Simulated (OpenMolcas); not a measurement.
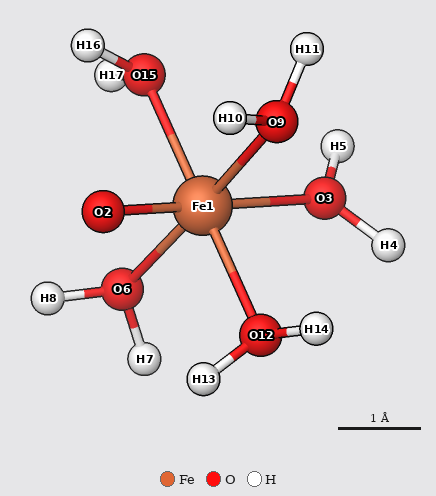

Fig. 1: The structure (ball-and-stick view, seen at a tilt; atoms are numbered from 1 in the order of the input). Sticks mark near contacts. Bond lengths as drawn: Fe–O 1.53 to 1.91 Å and H–O 0.97 Å.

# Single-point calculation of FeH₁₀O₆ (charge +2) (part 1 of 2)

- system: FeH₁₀O₆, charge +2, multiplicity 5
- method: NEVPT2/ANO-RCC-VDZP, DKH2 (OpenMolcas 26.06)

The geometry is that of the parent species in another charge or spin state. The geometry comes from this level: GFN2-xTB.

What the program printed
```
--- Start Module: gateway ---

                                              &GATEWAY

                       available to each process: 1.9 GB of memory, 1 thread

++    Symmetry information:
      ---------------------

                    Character Table for C1

                             E
                    a        1  x, y, xy, Rz, z, xz, Ry, yz, Rx, I
--

++    Basis set information:
      ----------------------

      Basis set label: FE.ANO-RCC...5S4P2D1F.

      Electronic valence basis set:
      ------------------
      Associated Effective Charge  26.000000 au
      Associated Actual Charge     26.000000 au
      Nuclear Model: Point charge

      Shell  nPrim  nBasis  Cartesian Spherical Contaminant
         s      21       5        X
         p      15       4        X
         d      10       2                 X
         f       6       1                 X

      Basis set label: O.ANO-RCC...3S2P1D.

      Electronic valence basis set:
      ------------------
      Associated Effective Charge   8.000000 au
      Associated Actual Charge      8.000000 au
      Nuclear Model: Point charge

      Shell  nPrim  nBasis  Cartesian Spherical Contaminant
         s      14       3        X
         p       9       2        X
         d       4       1                 X

      Basis set label: H.ANO-RCC...2S1P.

      Electronic valence basis set:
      ------------------
      Associated Effective Charge   1.000000 au
      Associated Actual Charge      1.000000 au
      Nuclear Model: Point charge

      Shell  nPrim  nBasis  Cartesian Spherical Contaminant
         s       8       2        X
         p       4       1        X
--

++    Molecular structure info:
      -------------------------

                    ************************************************
                    **** Cartesian Coordinates / bohr, angstrom ****
                    ************************************************

     Center  Label                x              y              z                     x              y              z
        1      FE1              0.029442      -0.001172       0.283761              0.015580      -0.000620       0.150160
        2      O2               0.323994      -0.095790       3.157033              0.171450      -0.050690       1.670630
        3      O3              -0.333026       0.109699      -3.251671             -0.176230       0.058050      -1.720710
        4      O6               3.618542      -0.336107      -0.011811              1.914850      -0.177860      -0.006250
        5      O9              -3.545769       0.309462       0.746215             -1.876340       0.163760       0.394880
        6      O12              0.274596       3.591651       0.360522              0.145310       1.900620       0.190780
        7      O15             -0.246647      -3.603821       0.234288             -0.130520      -1.907060       0.123980
        8      H4              -0.467537       1.603716      -4.292097             -0.247410       0.848650      -2.271280
        9      H5              -0.444879      -1.302702      -4.401626             -0.235420      -0.689360      -2.329240
       10      H7               4.737638       0.843857      -0.845256              2.507050       0.446550      -0.447290
       11      H8               4.321652      -0.636516       1.657006              2.286920      -0.336830       0.876850
       12      H10             -3.878228       0.438076       2.547408             -2.052270       0.231820       1.348030
       13      H11             -4.808144      -0.821955       0.062021             -2.544360      -0.434960       0.032820
       14      H13              1.154547       4.170361       1.862684              0.610960       2.206860       0.985690
       15      H14             -1.260769       4.589653       0.312901             -0.667170       2.428740       0.165580
       16      H16             -0.607490      -4.204452       1.931546             -0.321470      -2.224900       1.022130
       17      H17              1.132059      -4.653999      -0.352906              0.599060      -2.462790      -0.186750

                    *************************************************
                    **** InterNuclear Distances / bohr, angstrom ****
                    *************************************************

     Atom centers         bohr        angstrom
    9 H5        3 O3      1.824769        0.965626
    8 H4        3 O3      1.825560        0.966045
   10 H7        4 O6      1.827381        0.967008
   13 H11       5 O9      1.828063        0.967370
   17 H17       7 O15     1.829891        0.968337
   15 H14       6 O12     1.831835        0.969366
   14 H13       6 O12     1.834587        0.970822
   11 H8        4 O6      1.835636        0.971377
   12 H10       5 O9      1.836128        0.971637
   16 H16       7 O15     1.836205        0.971678
    2 O2        1 FE1     2.889880        1.529258
   15 H14      14 H13     2.900239        1.534740
   17 H17      16 H16     2.906346        1.537972
    9 H5        8 H4      2.908569        1.539148
   11 H8       10 H7      2.936982        1.554184
   13 H11      12 H10     2.937613        1.554518
    3 O3        1 FE1     3.555693        1.881592
    6 O12       1 FE1     3.601995        1.906094
    7 O15       1 FE1     3.613552        1.912209
    4 O6        1 FE1     3.616792        1.913924
    5 O9        1 FE1     3.618354        1.914751
   12 H10       2 O2      4.279641        2.264688
   11 H8        2 O2      4.303922        2.277537
   16 H16       2 O2      4.387548        2.321791
   14 H13       2 O2      4.534888        2.399759
   12 H10       1 FE1     4.537281        2.401026
   11 H8        1 FE1     4.551103        2.408340
   16 H16       1 FE1     4.559434        2.412749
    5 O9        2 O2      4.577263        2.422183
    4 O6        2 O2      4.577486        2.422301
   14 H13       1 FE1     4.600059        2.434246
    7 O15       2 O2      4.601559        2.435040
    6 O12       2 O2      4.628190        2.449133
   15 H14       1 FE1     4.768770        2.523524
   17 H17       1 FE1     4.823889        2.552692
   15 H14       5 O9      4.871245        2.577752
    8 H4        1 FE1     4.874539        2.579495
    9 H5        1 FE1     4.885879        2.585496
   13 H11       1 FE1     4.911730        2.599175
   10 H7        1 FE1     4.914861        2.600833
   17 H17       4 O6      4.994310        2.642875
    6 O12       5 O9      5.051407        2.673090
    6 O12       3 O3      5.053824        2.674368
    7 O15       4 O6      5.067367        2.681535
    7 O15       3 O3      5.094075        2.695668
    8 H4        6 O12     5.113659        2.706032
    4 O6        3 O3      5.129359        2.714340
    5 O9        3 O3      5.132710        2.716113
    7 O15       5 O9      5.143934        2.722052
    6 O12       4 O6      5.171836        2.736818
    9 H5        7 O15     5.179396        2.740818
   13 H11       7 O15     5.345625        2.828783
   10 H7        6 O12     5.378012        2.845921
   15 H14      12 H10     5.392560        2.853620
   14 H13       4 O6      5.467472        2.893262
   17 H17       9 H5      5.487263        2.903735
   17 H17      11 H8      5.509393        2.915445
   16 H16       5 O9      5.514880        2.918349
   15 H14       8 H4      5.545362        2.934479
   14 H13      10 H7      5.589016        2.957580
   11 H8        7 O15     5.630132        2.979337
   13 H11       3 O3      5.645813        2.987636
   12 H10       6 O12     5.654507        2.992236
   10 H7        3 O3      5.660518        2.995417
--

            Nuclear Potential Energy            715.93968909 au

--- Stop Module: gateway /rc=_RC_ALL_IS_WELL_ ---
--- Module gateway spent 3 seconds ---

--- Start Module: seward ---

                                              &SEWARD

                       available to each process: 1.9 GB of memory, 1 thread

               SEWARD will generate:
                  Multipole Moment integrals up to order  2
                  Kinetic Energy integrals
                  Nuclear Attraction integrals (point charge)
                  One-Electron Hamiltonian integrals
                  Velocity integrals
                  Relativistic Douglas-Kroll-Hess integrals:
                    - Parametrization         : EXP
                    - DKH order of Hamiltonian: 2
                    - DKH order of Properties : 0
                         - multipole moment operators
                         - electric potential operators
                         - contact operators
                  Orbital angular momentum around (  0.0185  -0.0027   0.2104 )
                  Velocity quadrupole around (  0.0185  -0.0027   0.2104 )
                  Atomic mean-field integrals
                  RI decomposed two-electron repulsion integrals stored Cholesky style
                   - acCD auxiliary basis
                   - CD Threshold:   1.00E-04

                   Integrals are discarded if absolute value <: 1.00E-14
                   Integral cutoff threshold is set to       <: 1.00E-16

            Nuclear Potential Energy            715.93968909 au

      Basis set specifications :
      Symmetry species         a
      Basis functions          168

--- Stop Module: seward /rc=_RC_ALL_IS_WELL_ ---
--- Module seward spent 14 seconds ---

--- Start Module: rasscf ---

                                              &RASSCF

                       available to each process: 1.9 GB of memory, 1 thread

      Header of the ONEINT file:
      --------------------------

      OrdInt status: non-squared

      Cartesian coordinates in angstrom:
      -----------------------------------------------------
      No.  Label        X            Y            Z
      -----------------------------------------------------
       1   FE1        0.01558000  -0.00062000   0.15016000
       2   O2         0.17145000  -0.05069000   1.67063000
       3   O3        -0.17623000   0.05805000  -1.72071000
       4   O6         1.91485000  -0.17786000  -0.00625000
       5   O9        -1.87634000   0.16376000   0.39488000
       6   O12        0.14531000   1.90062000   0.19078000
       7   O15       -0.13052000  -1.90706000   0.12398000
       8   H4        -0.24741000   0.84865000  -2.27128000
       9   H5        -0.23542000  -0.68936000  -2.32924000
      10   H7         2.50705000   0.44655000  -0.44729000
      11   H8         2.28692000  -0.33683000   0.87685000
      12   H10       -2.05227000   0.23182000   1.34803000
      13   H11       -2.54436000  -0.43496000   0.03282000
      14   H13        0.61096000   2.20686000   0.98569000
      15   H14       -0.66717000   2.42874000   0.16558000
      16   H16       -0.32147000  -2.22490000   1.02213000
      17   H17        0.59906000  -2.46279000  -0.18675000
      -----------------------------------------------------
      Nuclear repulsion energy =  715.93968909

++    Wave function specifications:
      -----------------------------

      Number of closed shell electrons          78
      Number of electrons in active shells       4
      Max number of holes in RAS1 space          0
      Max nr of electrons in RAS3 space          0
      Number of inactive orbitals               39
      Number of active orbitals                  5
      Number of secondary orbitals             124
      Spin quantum number                      2.0
      State symmetry                             1
--

++    Orbital specifications:
      -----------------------

      Symmetry species                           1
                                                 a
      Frozen orbitals                            0
      Inactive orbitals                         39
      Active orbitals                            5
      RAS1 orbitals                              0
      RAS2 orbitals                              5
      RAS3 orbitals                              0
      Secondary orbitals                       124
      Deleted orbitals                           0
      Number of basis functions                168
--

++    CI expansion specifications:
      ----------------------------

      Number of CSFs                             5
      Number of determinants                     5
      Number of root(s) required                 1
      Root chosen for geometry opt.              1
      CI root used                               1

      highest root included in the CI            1
      max. size of the explicit Hamiltonian      5
--

++    Optimization specifications:
      ----------------------------

      RASSCF algorithm: LK RI/DF
      Maximum number of macro iterations       200
      Maximum number of SX iterations          100
      Threshold for RASSCF energy            1.000E-08
      Threshold for max MO rotation          1.000E-01
      Threshold for max BLB element          1.000E-04
      Level shift parameter                  5.000E-01
      Make Quasi-Newton update
--

      The MO-coefficients are taken from the file:
      step2.RasOrb
      Title: RASSCF average (pseudo-natural) orbitals

      Total molecular charge    2.00

      ************************************************************************************************************************
      *                                            Wave function control section                                             *
      ************************************************************************************************************************

                                         RASSCF iterations: Energy and convergence statistics
                                         ----------------------------------------------------
```
